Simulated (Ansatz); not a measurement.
Electronic density of states of amorphous hafnium silicate (Hf6Si14O40), density 4.35 g/cm³, on a 2×2×2 Γ-centred mesh with a Gaussian width of 0.1 eV; energies count from the Fermi level, whose place inside the gap is arbitrary. Cell and mesh are small, so fine structure isn't converged. Calculation: PBE, scalar-relativistic without spin-orbit coupling (plane waves to 420 eV, PAW; Ansatz, a quantum-chemistry and plane-wave program). Sampling: a 2×2×2 Γ-centred mesh; Fermi-Dirac width 0.02 eV; no spin polarisation. At PBE the levels at the filled edge of the gap are localised (band-tail or defect states).

Preparation: random packing, a CHGNet melt and quench, and a DFT relaxation. O atoms were pushed apart under 1.9 Å during the dynamics, to hinder bonds among them. The hot cell started wider than the set density and was brought back towards it in steps. It is the lowest in DFT energy of 2 quenches. It is a model cell: composition and starting density were chosen by hand, and all elements were melted together. No dispersion term was used. Its density started from a set value of 4.35 and ended at 4.35 g/cm³. The simulated quench (nominally 600 K/ps over its main leg) is rapid and tends to freeze in more defects than a deposited or slowly cooled glass has. One small periodic cell is one sample of the glass; other quenches scatter about these values. The volume was held where the preparation left it and the shape relaxed, at a PBE pressure of 2.6 GPa. Stress components on the final sampling reach 2.6 GPa.

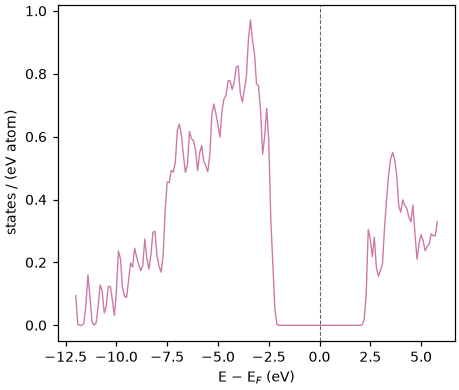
Figure. Density of states per atom

The level gap on this mesh is 4.58 eV; the broadening fills part of it in the curve.
